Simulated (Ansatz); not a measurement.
## Electronic structure of CH2BIn (SMILES C=[B][In]) in real space

```yaml
atoms:
  - { symbol: C, position_ang: [1.3211, -0.0684, -0.4599] }
  - { symbol: B, position_ang: [-0.0068, 0.0555, 0.0060] }
  - { symbol: In, position_ang: [-2.2926, 0.2622, 0.8061] }
  - { symbol: H, position_ang: [1.6137, -0.7903, -1.2442] }
  - { symbol: H, position_ang: [2.1523, 0.5479, -0.0712] }
```

Geometry: PBE-D3(BJ)/def2-SVP; core potentials replace the inner electrons of In.

Level of theory: isolated molecule in a Gaussian basis; Kohn-Sham density functional theory, functional PBE0 (Ansatz 0.2.0).

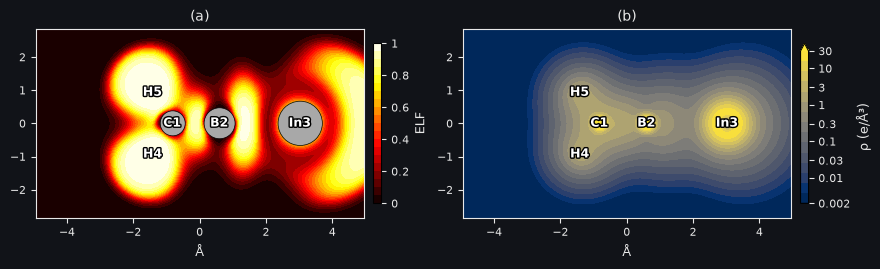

Figure 1. (a) electron localisation function; (b) electron density on the molecular plane. Grey discs cover the atomic cores in the ELF map.

Q: Describe what can be read from this map.

A: The section cuts through C, B, In and H sites.
C–B (1.41 Å): ρ at the midpoint is about 1.8 e/Å³; the ELF peaks at about 0.95 between the atoms; a covalent bond.
In–B (2.43 Å): ρ is about 0.44 e/Å³ halfway; the ELF peaks at about 1 in the valence shell of B, 0.8 Å from its nucleus, and drops to about 0.20 between the two atoms.
C–H (1.11 Å): ρ is about 1.9 e/Å³ halfway; the ELF climbs to about 1 towards the hydrogen, as it does in any bond to H; an ordinary covalent bond to hydrogen.

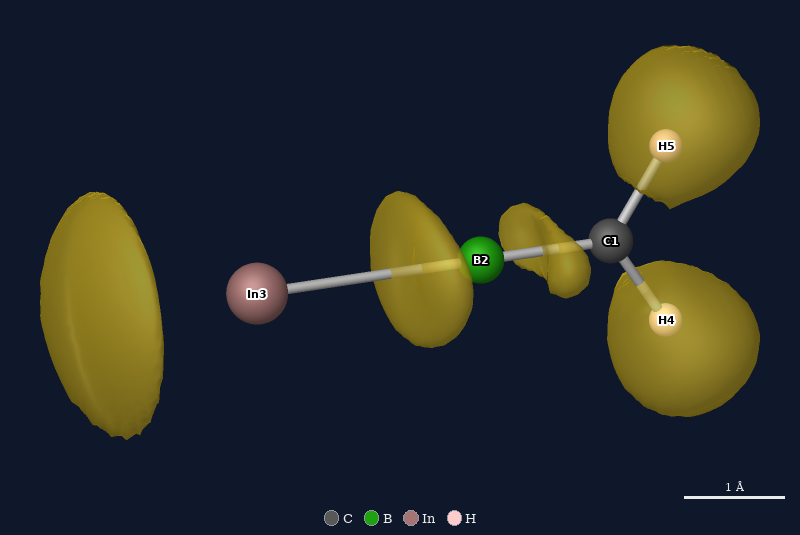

Figure 2. Isosurface of the electron localisation function at 0.9 (yellow), seen at a tilt. Core shells and regions of very low density are left out.

Q: Describe the localisation domains.

A: At this value the surface marks out one region between bonded B–C atoms (shared pairs), two regions around hydrogen nuclei, one lobe of the valence shell of B pointing towards In (polar bonds) and one lobe on In, pointing away from the bonds (lone pairs).

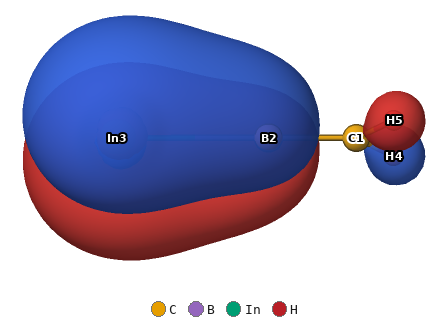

Figure 3. One frontier orbital at ±0.08 Å⁻³ᐟ² (blue and red are the two phases), seen from one side.

Q: Which orbital is it: HOMO or LUMO?

A: The LUMO, at −2.47 eV. It lies mainly on In3 (about 70 %) and B2 (about 25 %); it is symmetric in the molecular plane (an in-plane orbital: σ, lone-pair or in-plane π type).
